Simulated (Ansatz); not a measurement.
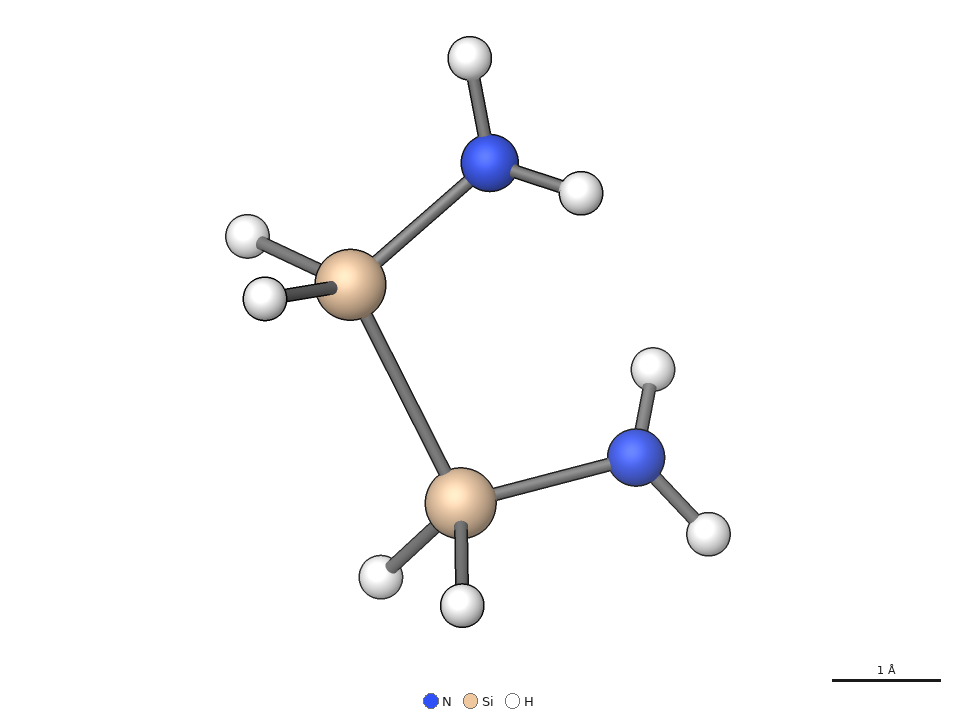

Rendered structure (ball-and-stick style).

The computed structure is the end point of a PBE0-D4/def2-TZVP optimisation.

**Count the atoms of each element.**

H8N2Si2, 12 atoms: 8 hydrogen, 2 nitrogen and 2 silicon.

**What is the point group of this geometry?**

C2.

**How many bonds of each kind are drawn?**

4 N–H, 4 Si–H, 2 N–Si, 1 Si–Si.

**Describe its rings.**

It has no ring.

**How many atoms are distinct by symmetry?**

6: 2 N, 2 Si, 2 H, 2 H, 2 H, 2 H.

The parts below concern this one geometry. Atoms keep their numbers from picture to picture.

## Geometry

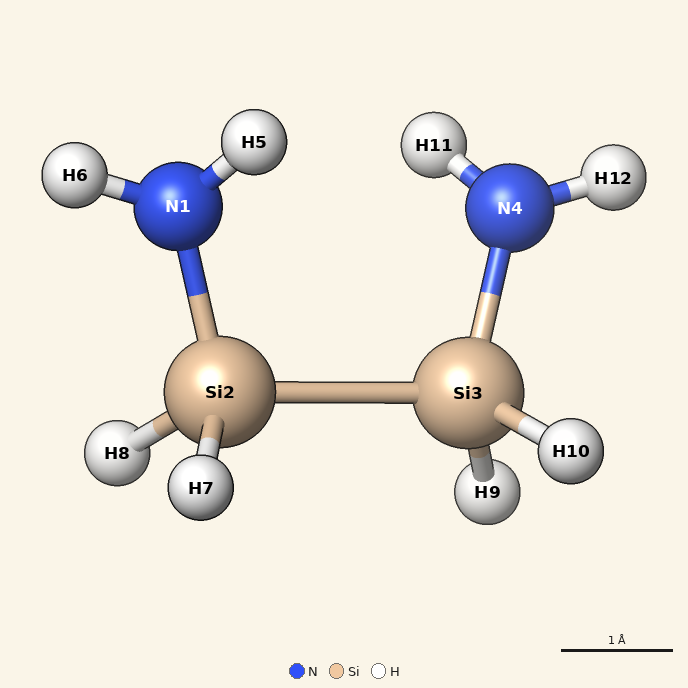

The atoms are numbered.

What are the angles N1–Si2–Si3, Si3–Si2–H7, Si3–Si2–H8, N1–Si2–H7, N1–Si2–H8, Si2–N1–H5, Si2–N1–H6?

```tsv
angle	degrees
N1–Si2–Si3	104.4
Si3–Si2–H7	110.7
Si3–Si2–H8	112.5
N1–Si2–H7	115.8
N1–Si2–H8	107.8
Si2–N1–H5	117.6
Si2–N1–H6	120.2
```

## Charges

The questions are on Mulliken charges. Method: RKS r2SCAN-D4/def2-TZVPP (Ansatz 0.2.0).

**Which atom carries the highest charge (most positive or least negative)?**

Si2, Si3 (0.35 e).

**And the lowest?**

N1, N4 (−0.46 e).

List the Mulliken charges.

| atom | value (e) |
| --- | --- |
| N1 | −0.46 |
| Si2 | 0.35 |
| Si3 | 0.35 |
| N4 | −0.46 |
| H5 | 0.16 |
| H6 | 0.15 |
| H7 | −0.11 |
| H8 | −0.09 |
| H9 | −0.11 |
| H10 | −0.09 |
| H11 | 0.16 |
| H12 | 0.15 |

## Dipole moment

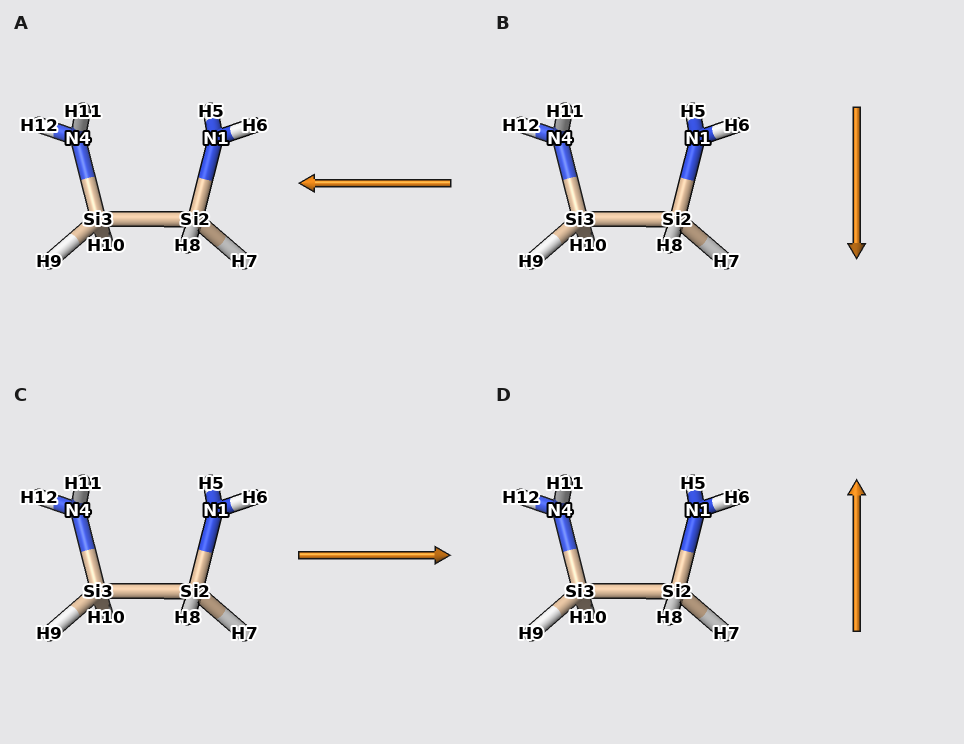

The same molecule four times, each with an arrow. Method: RKS r2SCAN-D4/def2-TZVPP (Ansatz 0.2.0).

**Which arrow points along the dipole moment, from the negative to the positive end?**

D. The dipole moment is 1.76 D; it points from the side of H7, H9 to the side of H5, H11 (the outermost atoms at the two ends).

## Thermal motion

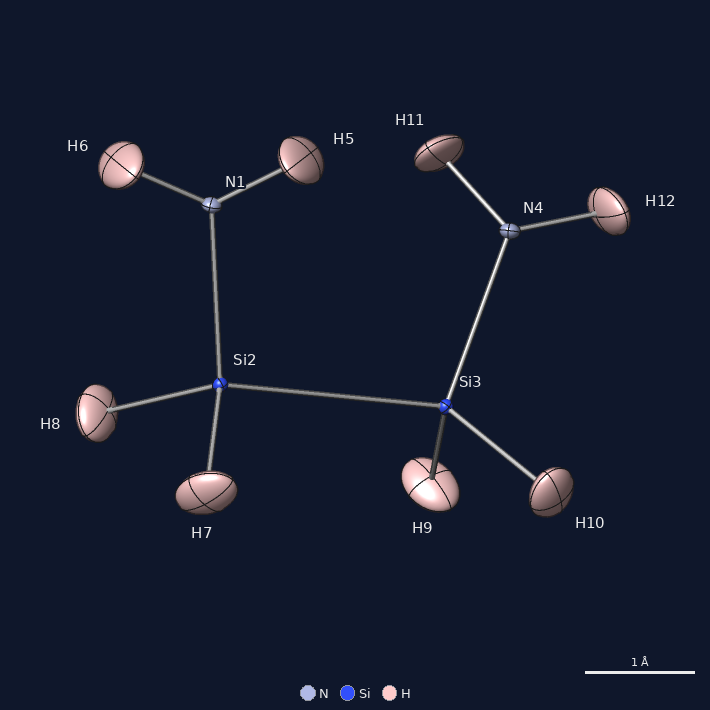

Displacement ellipsoids at the 50 % level, from the internal vibrations of the free molecule (harmonic, no overall translation or rotation; no half-axis is drawn under 0.075 Å). Vibrations computed with RKS PBE0-D4/def2-TZVP (Ansatz 0.2.0). Temperature: 0 K (zero-point motion alone).

**Which atom moves most?**

H5, H11, with U_eq = 0.0340 Å².

**Does H5 move more along its bond or across it?**

Across it: the root-mean-square amplitude is 0.084 Å along the bond and up to 0.265 Å across, since bending and torsion are softer than stretching.

List U_eq and the three principal root-mean-square amplitudes for each kind of atom.

```csv
atom,U_eq (Å²),rms amplitudes (Å)
"N1, N4",0.0036,"0.034, 0.063, 0.076"
"Si2, Si3",0.0012,"0.022, 0.034, 0.044"
"H5, H11",0.0340,"0.081, 0.159, 0.265"
"H6, H12",0.0317,"0.087, 0.153, 0.253"
"H7, H9",0.0256,"0.093, 0.156, 0.209"
"H8, H10",0.0253,"0.093, 0.156, 0.208"
```

Mulliken values depend strongly on the basis set and can even reverse the polarity of a bond.
